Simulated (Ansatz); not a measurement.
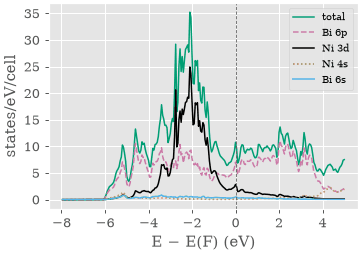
Figure: Total and projected density of states of NiBi₃ in space group Pnma (No. 62; Ni on 4c, Bi on 4c, Bi on 4c, Bi on 4c), PBEsol (plane waves, PAW; program Ansatz)

Question: Which orbitals carry the states next to the Fermi level?

Answer: Within 0.5 eV of the Fermi level: Bi 6p 68 %, Ni 3d 23 %. Projections are on Löwdin-orthogonalised atomic valence shells; empty p or d shells of many metals are not among them.

Question: Where is the tallest occupied peak in this window, and what makes it?

Answer: Near -2.1 eV, about 35 states/eV per cell; the largest projected share is Ni 3d.

The first step of the workflow began from a Materials Project structure, measured or hypothetical; the Crystallography Open Database copy checked does not list it. Its standing as an ambient phase is unchecked. The cell was relaxed with PBEsol under the symmetry of its start; its stability against distortions is not shown here. The run is not spin-polarised. Scalar-relativistic: spin–orbit coupling is off unless named, which matters more the heavier the elements.

Potentials: the later of the program's two PAW sets.
